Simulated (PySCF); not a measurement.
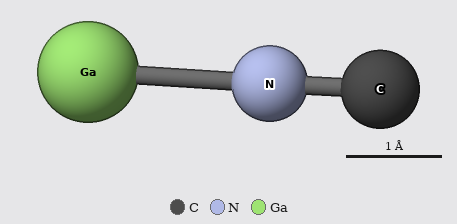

Figure 1. The starting structure (ball-and-stick view, seen at a tilt). Sticks mark near contacts.

# CGaN: geometry relaxation

CGaN (Gallium Isocyanide), SMILES [C-]#[N+][Ga], computed with PBE0-D3(BJ)/def2-SVP geometry optimisation, gas phase (PySCF 2.14.0).

What the program printed
```
step   0  E = -2017.00956248  max force = 0.005475
step   1  E = -2017.00958152  max force = 0.000309
step   2  E = -2017.00958211  max force = 0.000088
optimisation converged
```

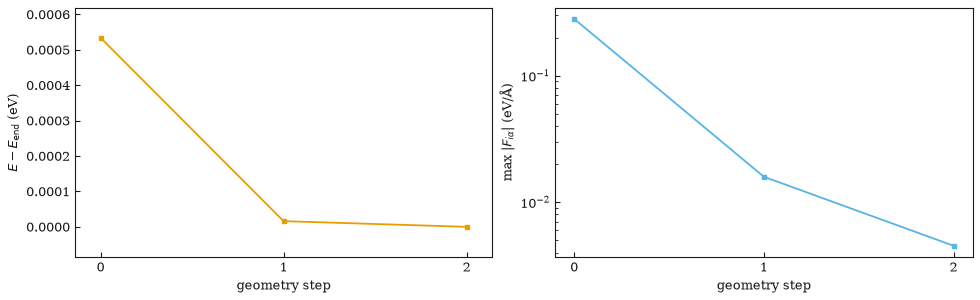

Figure 2. Progress of the relaxation, step by step (steps are counted from 0). The largest moves after the best rigid fit, 0.004 Å, are those of C1, N2 and Ga3. By element the largest moves are N 0.004 Å, C 0.004 Å, Ga 0.004 Å. The energy falls by 0.001 eV in 2 geometry steps. Largest force component: 0.28 eV/Å at the start, 0.0045 eV/Å at the end. (Atoms are counted from 1 in the order of the input.)

The run was set up as follows.

The input
```
{"job": {"xc": "PBE0", "basis": "def2-SVP", "d3": "d3bj", "grid": 1, "kind": "geom"}, "charge": 0, "multiplicity": 1}
C     -1.296657    -0.501653    -0.003096
N     -0.226394    -0.003455    -0.010276
Ga     1.534533     0.812975     0.000819
```

The first line tells a small driver script what to run in PySCF; the rest is the geometry in Å.

Key numbers

```json
{"quantity": "outcome", "value": "converged"}
{"quantity": "total energy", "value": "−2017.009582 hartree"}
{"quantity": "dipole moment", "value": "3.81 D"}
{"quantity": "point group", "value": "C*v"}
{"quantity": "hardware", "value": "1 CPU thread, shared host"}
{"quantity": "wall time", "value": "2.5 s"}
{"quantity": "peak memory", "value": "0.33 GiB"}
```
